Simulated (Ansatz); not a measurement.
## How Fe(100) screens a field

Aim: image plane and induced charge of Fe(100).

Method: plane-wave DFT, PBE, Ansatz PAW, in Ansatz 0.2.0.

**1. Set-up**

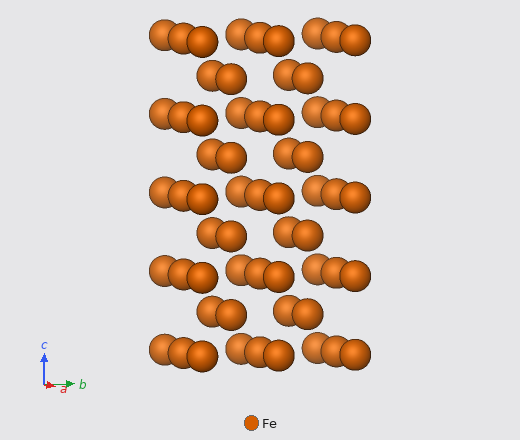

The cell as given, from the side, with the c axis up (iron orange). 2×2×1 cells are drawn. Some periodic images of atoms are drawn too.

The cell holds 9 atoms: 9 Fe. Cell: a = 2.870 Å, b = 2.870 Å, c = 29.480 Å, α = 90.0°, β = 90.0°, γ = 90.0°. Vacuum lies along c.

**2. Atoms held, field 0**

A sawtooth potential applies the field, turning back in the middle of the vacuum. With the dipole correction the typed value is the field outside the slab. The induced dipole is small, so the SCF threshold is tight.

input.yaml

```yaml
crystal:
  lattice:
    - [2.87, 0.0, 0.0]
    - [0.0, 2.87, 0.0]
    - [0.0, 0.0, 29.48]
  atoms:
    - { symbol: Fe, position: [0.0, 0.0, 0.3052917232], spin: 2.5 }
    - { symbol: Fe, position: [0.5, 0.5, 0.3539687924], spin: 2.5 }
    - { symbol: Fe, position: [0.0, 0.0, 0.4026458616], spin: 2.5 }
    - { symbol: Fe, position: [0.5, 0.5, 0.4513229308], spin: 2.5 }
    - { symbol: Fe, position: [0.0, 0.0, 0.5], spin: 2.5 }
    - { symbol: Fe, position: [0.5, 0.5, 0.5486770692], spin: 2.5 }
    - { symbol: Fe, position: [0.0, 0.0, 0.5973541384], spin: 2.5 }
    - { symbol: Fe, position: [0.5, 0.5, 0.6460312076], spin: 2.5 }
    - { symbol: Fe, position: [0.0, 0.0, 0.6947082768], spin: 2.5 }
magnetization:
  spin_polarized: true
kpoints:
  mp_grid: { grid: [18, 18, 1] }
hamiltonian:
  xc: pbe
scf:
  occupations: { method: fermi_dirac, width: 0.1 }
  convergence: { dr2_threshold: 1.0e-10 }
efield:
  axis: 3
  dipole_correction: true
  ramp_position: 0.97
  ramp_width: 0.06
  amplitude: 0
output:
  forces: true
  write_potential: true
  write_density: true
  volumetric_format: npy
```

Run with:

```bash
$ ansatz run input.yaml --threads 4 --pin off --max-ram 6144MiB --backend cpu --events-out ev --progress --plain --runs-dir out
```

Numbers of over 12 decimals in the logs are rounded to 6 here.

What it wrote:

```text
Engine: ansatz 0.2.0, aarch64-unknown-linux-gnu
Pseudopotentials: kind: paw
Pseudopotential: Fe, paw, valence charge 16, recommended cutoff 420 eV (normal), Fe.paw.azcp
Functional definition: PBE
  parameter kappa = 0.804
  parameter beta = 0.066725
  exchange = pbe_x(kappa = kappa, mu = beta*pi^2/3)
  correlation = pbe_c(beta = beta)
Crystal: 9 atoms, lattice volume = 242.824 Å³
Basis set: ecut = 420 eV, 4751 PW (Γ), exchange–correlation on 40×40×400 points (8 copies of the dense FFT grid, shifted against one another)
Bands: 100, of which v1, the nominal top of the filled ones, is band 72 counted from 1 (71 counted from 0)
Symmetry: 8 space group operations
k-points: 55 of 324
Non-local potential: Fe, projectors of the file, l = 0: 3, l = 1: 2, l = 2: 3, l = 3: 1
PAW form: soft (Blöchl's): semilocal exchange-correlation on the pseudo side does not see the compensation charge
PAW one-centre angular grid: Fe, 590 points (default); XC on 64 Gauss nodes
Initial density: superposition of atomic densities (neutral atoms: chi_scale 0, normalization atom)
Starting moments: Σ|m| = 22.5 μB on 9 of 9 sites
Initial wavefunctions: pseudopotential atomic-orbital guess
Functional: x = pbe(κ = 0.804, μ = 0.219515), c = pbe(β = 0.066725)
SCF iter   1: F=—  HF=-40321.716315 eV  |F-HF|=—  |Δ(HF+E_count)|=         —  Δρ=6.58e-2 (↑3.61e-2 ↓6.58e-2)  dr2=3.31e1  dr2_m=4.13e0  M=22.506 μB ∫|m|=22.784 μB  β_m=1.00  ethr=3.10e-3  p=0.000 e·Å  D=1.35e-13 V/Å  ΔV_dip=-0.00 eV  dr2_dipole=2.60e-12  V_vac-E_F(+/−)=7.58/7.58 eV  ⟨swp⟩=9.2  Hψ=52444  notcnv=0  defer=359
Mixer restart at iter 1: flushing history
efield: sawtooth ramp at fractional position 0.9700 (set: `efield.ramp_position`, or a place that a band, a saddle search or an elastic batch's reference lends), width 0.0600; the density the first Hamiltonian is built on has a dipole p = 0.000 e·Å; the dipole correction subtracts the counter field D = 1.35e-13 V/Å, which shifts the + side's vacuum level by -0.00 eV against the − side's; the planar-averaged density in the ramp window peaks in size at 6.8e-6 e/Å³
preconditioner: auto → LDOS  [metal: Δε(μ)=0.006 eV  Ē_g=6.731 eV  σ=0.100 eV  W_gap=0.01  n_scr=66 (ndim 8)  ℏωp=20.2 eV  f_vac=0.505  D(μ)=8.47/eV (n_scr^D=66)]
spin=Collinear: LDOS preconditioning applied to the charge; magnetization (m = ρ↑ − ρ↓) channel mixes plain (no charge-response kernel on spin).
SCF iter   2: F=—  HF=-40317.264490 eV  |F-HF|=—  |Δ(HF+E_count)|=    4.45e0  Δρ=2.18e-2 (↑2.18e-2 ↓1.16e-2)  dr2=4.46e0  dr2_m=4.21e-1  M=22.854 μB ∫|m|=23.662 μB  β_m=0.32  ethr=3.10e-3  p=-0.000 e·Å  D=-2.70e-6 V/Å  ΔV_dip=0.00 eV  dr2_dipole=1.24e-8  V_vac-E_F(+/−)=5.26/5.26 eV  ⟨swp⟩=3.8  Hψ=24449  notcnv=0  defer=794
density mixer auto → msr1: a metal under ldos (density of states about μ 2.55 of a free-electron gas's, 66 screened modes)
SCF iter   3: F=—  HF=-40319.306361 eV  |F-HF|=—  |Δ(HF+E_count)|=    2.04e0  Δρ=1.50e-2 (↑1.50e-2 ↓1.04e-2)  dr2=2.89e-1  dr2_m=3.27e-1  M=22.429 μB ∫|m|=23.386 μB  β_m=0.45  ethr=3.10e-3  p=-0.000 e·Å  D=-4.24e-6 V/Å  ΔV_dip=0.00 eV  dr2_dipole=1.03e-9  V_vac-E_F(+/−)=4.40/4.40 eV  ⟨swp⟩=2.3  Hψ=14224  notcnv=0  defer=771
SCF iter   4: F=—  HF=-40321.116683 eV  |F-HF|=—  |Δ(HF+E_count)|=    1.81e0  Δρ=1.03e-2 (↑1.03e-2 ↓7.27e-3)  dr2=1.89e-1  dr2_m=1.38e-1  M=22.445 μB ∫|m|=23.456 μB  β_m=0.47  ethr=2.01e-4  p=-0.000 e·Å  D=-4.13e-6 V/Å  ΔV_dip=0.00 eV  dr2_dipole=9.91e-9  V_vac-E_F(+/−)=4.03/4.03 eV  ⟨swp⟩=2.7  Hψ=21900  notcnv=0  defer=764
SCF iter   5: F=—  HF=-40321.678925 eV  |F-HF|=—  |Δ(HF+E_count)|=   5.62e-1  Δρ=4.46e-3 (↑4.46e-3 ↓2.64e-3)  dr2=2.01e-2  dr2_m=2.49e-2  M=22.448 μB ∫|m|=23.460 μB  β_m=0.74  ethr=1.31e-4  p=-0.000 e·Å  D=-3.05e-6 V/Å  ΔV_dip=0.00 eV  dr2_dipole=1.14e-12  V_vac-E_F(+/−)=4.08/4.08 eV  ⟨swp⟩=2.6  Hψ=22415  notcnv=0  defer=753
SCF iter   6: F=—  HF=-40321.825215 eV  |F-HF|=—  |Δ(HF+E_count)|=   1.46e-1  Δρ=3.65e-3 (↑3.65e-3 ↓1.01e-3)  dr2=3.49e-2  dr2_m=7.14e-3  M=22.442 μB ∫|m|=23.522 μB  β_m=0.64  ethr=1.40e-5  p=-0.000 e·Å  D=-1.86e-6 V/Å  ΔV_dip=0.00 eV  dr2_dipole=7.71e-9  V_vac-E_F(+/−)=3.90/3.90 eV  ⟨swp⟩=3.1  Hψ=24004  notcnv=0  defer=769
SCF iter   7: F=—  HF=-40321.820703 eV  |F-HF|=—  |Δ(HF+E_count)|=   4.51e-3  Δρ=1.24e-3 (↑1.24e-3 ↓7.15e-4)  dr2=4.06e-3  dr2_m=1.15e-3  M=22.430 μB ∫|m|=23.525 μB  β_m=0.63  ethr=1.40e-5  p=-0.000 e·Å  D=-1.52e-6 V/Å  ΔV_dip=0.00 eV  dr2_dipole=3.26e-10  V_vac-E_F(+/−)=3.88/3.88 eV  ⟨swp⟩=2.0  Hψ=19863  notcnv=0  defer=767
SCF iter   8: F=—  HF=-40321.820383 eV  |F-HF|=—  |Δ(HF+E_count)|=   3.20e-4  Δρ=2.68e-4 (↑2.68e-4 ↓2.38e-4)  dr2=8.29e-4  dr2_m=4.23e-5  M=22.424 μB ∫|m|=23.527 μB  β_m=0.61  ethr=2.82e-6  p=-0.000 e·Å  D=-7.44e-7 V/Å  ΔV_dip=0.00 eV  dr2_dipole=2.04e-10  V_vac-E_F(+/−)=3.88/3.88 eV  ⟨swp⟩=3.4  Hψ=21368  notcnv=0  defer=767
SCF iter   9: F=—  HF=-40321.820380 eV  |F-HF|=—  |Δ(HF+E_count)|=   2.42e-6  Δρ=7.45e-5 (↑7.45e-5 ↓7.08e-5)  dr2=1.34e-4  dr2_m=8.98e-6  M=22.421 μB ∫|m|=23.526 μB  β_m=0.77  ethr=5.76e-7  p=-0.000 e·Å  D=-2.60e-7 V/Å  ΔV_dip=0.00 eV  dr2_dipole=1.10e-10  V_vac-E_F(+/−)=3.87/3.87 eV  ⟨swp⟩=2.0  Hψ=12721  notcnv=0  defer=767
SCF iter  10: F=—  HF=-40321.820382 eV  |F-HF|=—  |Δ(HF+E_count)|=   1.50e-6  Δρ=3.04e-5 (↑2.44e-5 ↓3.04e-5)  dr2=1.24e-5  dr2_m=3.79e-7  M=22.419 μB ∫|m|=23.525 μB  β_m=0.88  ethr=9.32e-8  p=-0.000 e·Å  D=-1.52e-7 V/Å  ΔV_dip=0.00 eV  dr2_dipole=3.50e-11  V_vac-E_F(+/−)=3.87/3.87 eV  ⟨swp⟩=1.9  Hψ=13444  notcnv=0  defer=767
SCF iter  11: F=—  HF=-40321.820383 eV  |F-HF|=—  |Δ(HF+E_count)|=   1.40e-6  Δρ=2.23e-5 (↑2.23e-5 ↓1.18e-5)  dr2=1.23e-6  dr2_m=2.77e-7  M=22.420 μB ∫|m|=23.527 μB  β_m=0.80  ethr=8.59e-9  p=-0.000 e·Å  D=-2.01e-8 V/Å  ΔV_dip=0.00 eV  dr2_dipole=4.30e-10  V_vac-E_F(+/−)=3.87/3.87 eV  ⟨swp⟩=2.0  Hψ=14778  notcnv=0  defer=767
SCF iter  12: F=—  HF=-40321.820383 eV  |F-HF|=—  |Δ(HF+E_count)|=   1.77e-7  Δρ=8.31e-6 (↑8.31e-6 ↓5.13e-6)  dr2=3.64e-7  dr2_m=4.45e-8  M=22.420 μB ∫|m|=23.527 μB  β_m=0.73  ethr=8.54e-10  p=-0.000 e·Å  D=-8.29e-8 V/Å  ΔV_dip=0.00 eV  dr2_dipole=1.08e-9  V_vac-E_F(+/−)=3.87/3.87 eV  ⟨swp⟩=3.0  Hψ=20712  notcnv=0  defer=767
SCF iter  13: F=—  HF=-40321.820383 eV  |F-HF|=—  |Δ(HF+E_count)|=   2.14e-8  Δρ=3.14e-6 (↑3.14e-6 ↓2.51e-6)  dr2=1.16e-7  dr2_m=1.00e-8  M=22.420 μB ∫|m|=23.527 μB  β_m=0.71  ethr=2.53e-10  p=0.000 e·Å  D=1.97e-8 V/Å  ΔV_dip=-0.00 eV  dr2_dipole=2.34e-10  V_vac-E_F(+/−)=3.87/3.87 eV  ⟨swp⟩=2.6  Hψ=17288  notcnv=0  defer=767
SCF iter  14: F=—  HF=-40321.820383 eV  |F-HF|=—  |Δ(HF+E_count)|=   1.09e-8  Δρ=2.09e-6 (↑2.09e-6 ↓1.29e-6)  dr2=2.37e-8  dr2_m=2.67e-9  M=22.420 μB ∫|m|=23.527 μB  β_m=0.62  ethr=8.04e-11  p=-0.000 e·Å  D=-3.01e-8 V/Å  ΔV_dip=0.00 eV  dr2_dipole=3.34e-10  V_vac-E_F(+/−)=3.87/3.87 eV  ⟨swp⟩=2.2  Hψ=15390  notcnv=0  defer=767
SCF iter  15: F=—  HF=-40321.820383 eV  |F-HF|=—  |Δ(HF+E_count)|=  9.75e-10  Δρ=5.15e-7 (↑5.15e-7 ↓4.64e-7)  dr2=1.40e-9  dr2_m=2.84e-10  M=22.420 μB ∫|m|=23.527 μB  β_m=0.57  ethr=1.64e-11  p=0.000 e·Å  D=2.15e-8 V/Å  ΔV_dip=-0.00 eV  dr2_dipole=7.69e-11  V_vac-E_F(+/−)=3.87/3.87 eV  ⟨swp⟩=2.3  Hψ=15907  notcnv=0  defer=767
SCF iter  16: F=—  HF=-40321.820383 eV  |F-HF|=—  |Δ(HF+E_count)|=   1.06e-9  Δρ=3.37e-7 (↑3.37e-7 ↓2.72e-7)  dr2=1.56e-10  dr2_m=1.58e-10  M=22.420 μB ∫|m|=23.527 μB  β_m=0.65  ethr=1.00e-12  p=0.000 e·Å  D=2.10e-9 V/Å  ΔV_dip=-0.00 eV  dr2_dipole=4.74e-12  V_vac-E_F(+/−)=3.87/3.87 eV  ⟨swp⟩=3.2  Hψ=21645  notcnv=0  defer=767
SCF iter  17: F=—  HF=-40321.820383 eV  |F-HF|=—  |Δ(HF+E_count)|=  3.64e-10  Δρ=2.28e-7 (↑2.28e-7 ↓1.32e-7)  dr2=1.30e-10  dr2_m=3.76e-11  M=22.420 μB ∫|m|=23.527 μB  β_m=0.61  ethr=1.00e-12  p=0.000 e·Å  D=6.37e-9 V/Å  ΔV_dip=-0.00 eV  dr2_dipole=3.45e-12  V_vac-E_F(+/−)=3.87/3.87 eV  ⟨swp⟩=2.4  Hψ=15175  notcnv=0  defer=767
SCF iter  18: F=—  HF=-40321.820383 eV  |F-HF|=—  |Δ(HF+E_count)|=  5.24e-10  Δρ=1.03e-7 (↑1.03e-7 ↓3.92e-8)  dr2=2.42e-11  dr2_m=6.56e-12  M=22.420 μB ∫|m|=23.527 μB  β_m=0.54  ethr=1.00e-12  p=-0.000 e·Å  D=-1.22e-10 V/Å  ΔV_dip=0.00 eV  dr2_dipole=1.39e-13  V_vac-E_F(+/−)=3.87/3.87 eV  ⟨swp⟩=1.7  Hψ=12523  notcnv=0  defer=767
SCF iter  19: F=-40321.820383 eV  HF=-40321.820383 eV  |F-HF|=5.46e-10  |Δ(HF+E_count)|=  3.64e-10  Δρ=3.78e-8 (↑3.78e-8 ↓2.96e-8)  dr2=2.03e-11  dr2_m=4.59e-13  M=22.420 μB ∫|m|=23.527 μB  ethr=1.00e-12  p=-0.000 e·Å  D=-5.30e-10 V/Å  ΔV_dip=0.00 eV  dr2_dipole=3.56e-13  V_vac-E_F(+/−)=3.87/3.87 eV  ⟨swp⟩=15.8  Hψ=68067  notcnv=0
SCF 1 converged in 19 iterations: F = -40321.820383 eV  dr2 = 2.03e-11
  greatest PAW one-centre occupation: 1.003 electrons in one spin orbital (limit 2), on the Fe atom at site 0 (counted from 0), in its partial waves of l = 1
WARN: The output density's exchange-correlation potential varies sharply where the density is thin. Do not read a vacuum level from v_tot or v_xc, or from such a field of the output density. On a cell that repeats whose density bears no net charge and no dipole along the vacuum's axis use v_es (v_loc + v_h of the components); under efield.dipole_correction with no amplitude use v_es + v_field, which holds any externa [...]
SCF converged after 19 iterations
Magnetization: 22.4199 μB (83.2099 up, 60.7901 down)
Absolute magnetization: 23.5273 μB (∫|ρ↑−ρ↓|, with the PAW one-centre terms)
Spin contamination: 0.4118 ħ² per cell (⟨S²⟩ above its minimum at these occupations)
Per-site moments (μB) at R_I (Å): [(2.974726, 1.025266), (2.401401, 1.025266), (2.417406, 1.025266), (2.304257, 1.025266), (2.328932, 1.025266), (2.304257, 1.025266), (2.417406, 1.025266), (2.401401, 1.025266), (2.974726, 1.025266)]
Free energy (F): -40321.820383 eV
Harris-Foulkes:  -40321.820383 eV  (|F-HF|=5.46e-10)
Internal energy: -40321.493065 eV  (E = F + TS)
E sigma→0 (E₀):  -40321.656724 eV
Entropy (-TS):   -0.327318 eV (-36.369 meV/atom)
Fermi energy:    5.706339 eV
Dipole field:    D = 0.000001 V/Å  (p = 0.000001 e·Å, saw-weighted, corrected)
Work function:   Φ+ = 3.8653 eV   Φ− = 3.8653 eV
Levels:          The Fermi level and band energies are counted from a zero that moves with the ramp; work functions are not
--- Per-component energies (eV) ---
  E_band       = -3749.528898
  E_kinetic    = 3134.758256
  E_local      = -374350.537689  (includes V_loc(G=0)·N_el)
  E_nonlocal   = 1985.810873
  E_hartree    = 184770.387145
  E_xc         = -1051.188355
  E_vxc        = -1352.837565  (∫ρ·V_xc dr)
  E_paw        = -12307.749758  (= ΣΔE_a)
  E_vpaw       = -2707.501864  (= ΣTr[D̂ρ^β])
  E_aug_tail   = 0.007141  (compensation charges beyond the density's cutoff)
  E_efield     = 0.000000  (sawtooth field / dipole correction)
  E_vefield    = 0.000000  (∫n·V_field dr)
  E_ewald      = 157497.019323
  E_smearing   = -0.327318  (= −TS)
  E_closure    = -0.000000  (closes the sum)
  Σ components = -40321.820383   (vs F -40321.820383, Δ=0.00e0)
--- Forces (eV/Å), atoms counted from 1 ---
  atom   1  Fe    -0.00000000     0.00000000     0.43059228
  atom   2  Fe    -0.00000000     0.00000000    -0.31097054
  atom   3  Fe     0.00000000     0.00000000     0.15249656
  atom   4  Fe     0.00000000     0.00000000     0.05661795
  atom   5  Fe     0.00000000     0.00000000    -0.00000014
  atom   6  Fe    -0.00000000     0.00000000    -0.05661813
  atom   7  Fe     0.00000000     0.00000000    -0.15249647
  atom   8  Fe     0.00000000     0.00000000     0.31097058
  atom   9  Fe     0.00000000     0.00000000    -0.43059221
  max |Σ_I F_I| component: 1.19e-7 eV/Å
--- Band table (eV; the first three rows and the last of 110) ---
  k-point 0 ↑: bands = [... 68 lower, 4.1070, 4.1070, 4.1834, 4.3309, 4.5055, 4.5998, 4.5998, 4.6644, ... 24 higher]
  k-point 1 ↑: bands = [... 68 lower, 4.0650, 4.1172, 4.2062, 4.4461, 4.4870, 4.5099, 4.5695, 4.6506, ... 24 higher]
  k-point 2 ↑: bands = [... 68 lower, 4.0790, 4.1525, 4.2654, 4.4488, 4.4935, 4.4990, 4.5354, 4.6336, ... 24 higher]
  k-point 54 ↓: bands = [... 68 lower, 7.5177, 7.5177, 7.5442, 7.5515, 7.5515, 7.5928, 7.6950, 7.6973, ... 24 higher]
```

The job ended after 5.4 min (4 threads of Arm Neoverse N1, shared host; peak memory 2 GiB).

Numbers from this step:

```yaml
energy_at_zero_smearing: -40321.6567 eV
total_moment: 22.42 μB
work_function_upper_face: 3.865 eV
dipole_along_the_normal: 9.76e-7 e·Å
```

Running mean over 1.435 Å of the planar mean; the ramp of the sawtooth is left out. The electron's electrostatic potential energy less the Fermi level by z:

| z (Å) | electron's electrostatic potential energy less the Fermi level (eV) |
| --- | --- |
| 4 | 3.86 |
| 6 | 3.82 |
| 8 | -0.867 |
| 10 | -9.58 |
| 12 | -9.45 |
| 14 | -9.39 |
| 16 | -9.39 |
| 18 | -9.47 |
| 20 | -9.59 |
| 22 | 2.51 |
| 24 | 3.85 |
| 26 | 3.87 |

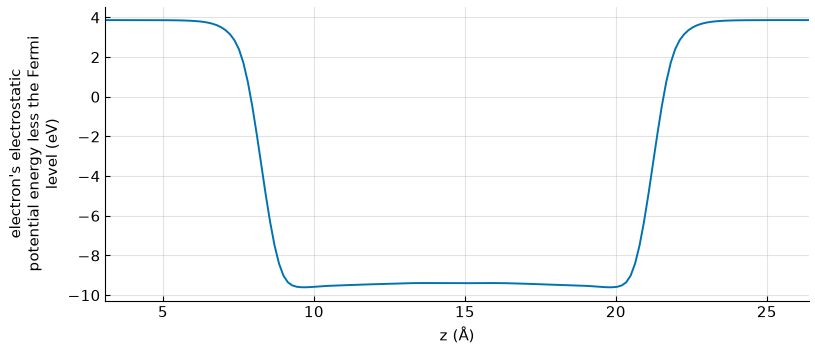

Electron's electrostatic potential energy less the Fermi level, plotted against z.

Site moment by atom:

| atom | site moment (μB) |
| --- | --- |
| Fe1 | 2.97 |
| Fe2 | 2.40 |
| Fe3 | 2.42 |
| Fe4 | 2.30 |
| Fe5 | 2.33 |
| Fe6 | 2.30 |
| Fe7 | 2.42 |
| Fe8 | 2.40 |
| Fe9 | 2.97 |

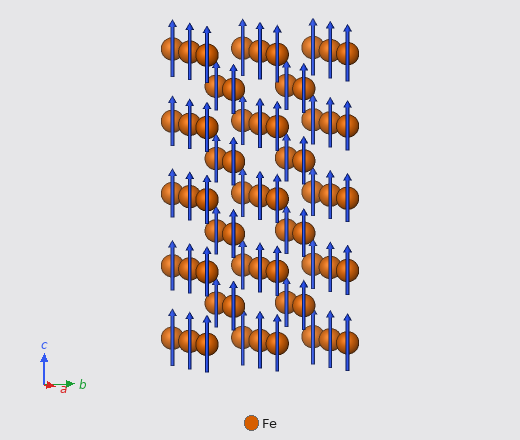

Site moment as arrows, the longest 2.97 μB. Up and down stand for the sign. Arrows give size and sign along the axis of quantisation, drawn up and down the page. 2×2×1 cells are drawn. Some periodic images of atoms are drawn too.

Force by atom:

```csv
atom,x (eV/Å),y (eV/Å),z (eV/Å),size
Fe1,0.000,0.000,0.431,0.431
Fe2,0.000,0.000,-0.311,0.311
Fe3,0.000,0.000,0.152,0.152
Fe4,0.000,0.000,0.057,0.057
Fe5,0.000,0.000,0.000,0.000
Fe6,0.000,0.000,-0.057,0.057
Fe7,0.000,0.000,-0.152,0.152
Fe8,0.000,0.000,0.311,0.311
Fe9,0.000,0.000,-0.431,0.431
```

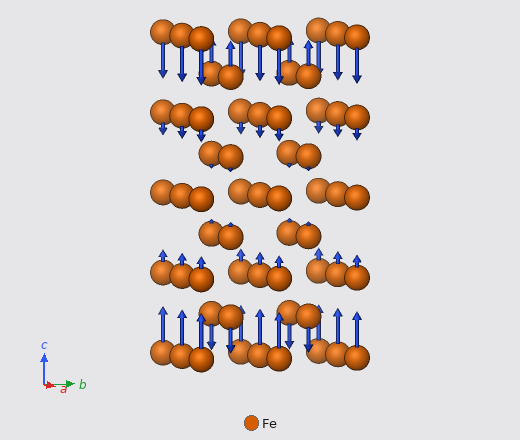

Force as arrows, the longest 0.431 eV/Å. 2×2×1 cells are drawn. Some periodic images of atoms are drawn too.

The work function of the upper face is 3.87 eV.

**3. Single point, field 0.05 V/Å**

Edit input.yaml of step 2 so:

```diff
@@ -29,3 +29,3 @@
   ramp_width: 0.06
-  amplitude: 0
+  amplitude: 0.05
 output:
```

What it wrote:

```text
[...]
Crystal: 9 atoms, lattice volume = 242.824 Å³
Basis set: ecut = 420 eV, 4751 PW (Γ), exchange–correlation on 40×40×400 points (8 copies of the dense FFT grid, shifted against one another)
Bands: 100, of which v1, the nominal top of the filled ones, is band 72 counted from 1 (71 counted from 0)
Symmetry: 8 space group operations
k-points: 55 of 324
[...]
k-point 1 ↑: bands = [... 68 lower, 4.0647, 4.1169, 4.2059, 4.4458, 4.4868, 4.5096, 4.5692, 4.6503, ... 24 higher]
  k-point 2 ↑: bands = [... 68 lower, 4.0788, 4.1522, 4.2651, 4.4485, 4.4932, 4.4987, 4.5351, 4.6334, ... 24 higher]
  k-point 54 ↓: bands = [... 68 lower, 7.5173, 7.5175, 7.5439, 7.5512, 7.5512, 7.5925, 7.6947, 7.6970, ... 24 higher]
[key lines of the parts left out:]
SCF converged after 19 iterations
Magnetization: 22.4199 μB (83.2099 up, 60.7901 down)
Free energy (F): -40321.821236 eV
Fermi energy:    5.706072 eV
Dipole field:    D = 0.025422 V/Å  (p = 0.034114 e·Å, saw-weighted, corrected)
```

Elapsed: 5.4 min, on 4 threads; peak memory 2 GiB; 21 min of CPU time.

The dipole is 0.0341 e·Å.

**4. Atoms held, field -0.05 V/Å**

Edit input.yaml of step 3 so:

```diff
@@ -29,3 +29,3 @@
   ramp_width: 0.06
-  amplitude: 0.05
+  amplitude: -0.05
 output:
```

What it wrote:

```text
[...]
Crystal: 9 atoms, lattice volume = 242.824 Å³
Basis set: ecut = 420 eV, 4751 PW (Γ), exchange–correlation on 40×40×400 points (8 copies of the dense FFT grid, shifted against one another)
Bands: 100, of which v1, the nominal top of the filled ones, is band 72 counted from 1 (71 counted from 0)
Symmetry: 8 space group operations
k-points: 55 of 324
[...]
k-point 1 ↑: bands = [... 68 lower, 4.0647, 4.1169, 4.2059, 4.4458, 4.4868, 4.5096, 4.5692, 4.6503, ... 24 higher]
  k-point 2 ↑: bands = [... 68 lower, 4.0788, 4.1522, 4.2651, 4.4485, 4.4932, 4.4987, 4.5351, 4.6334, ... 24 higher]
  k-point 54 ↓: bands = [... 68 lower, 7.5173, 7.5175, 7.5439, 7.5512, 7.5512, 7.5925, 7.6947, 7.6970, ... 24 higher]
[key lines of the parts left out:]
SCF converged after 19 iterations
Magnetization: 22.4199 μB (83.2099 up, 60.7901 down)
Free energy (F): -40321.821236 eV
Fermi energy:    5.706072 eV
Dipole field:    D = -0.025423 V/Å  (p = -0.034115 e·Å, saw-weighted, corrected)
```

Run time: 5.4 min. Hardware: 4 threads; peak memory 2 GiB.

The dipole is -0.0341 e·Å.

[end of part 1 of 2]

[Logs are printed without paths, hosts, clocks, repeated set-up lines and the standing remarks that a program may print on its own settings, such as how far it seeks lower states.]

[Hosts, paths, dates, database ids (printed as entryN), source tags and the programs' standing remarks are cut or masked in the printed files.]

[Maps of the electrostatic potential energy from Ansatz leave out the sawtooth potential of an applied field or a dipole correction, so their vacuum need not be flat; planar profiles and work functions include it.]
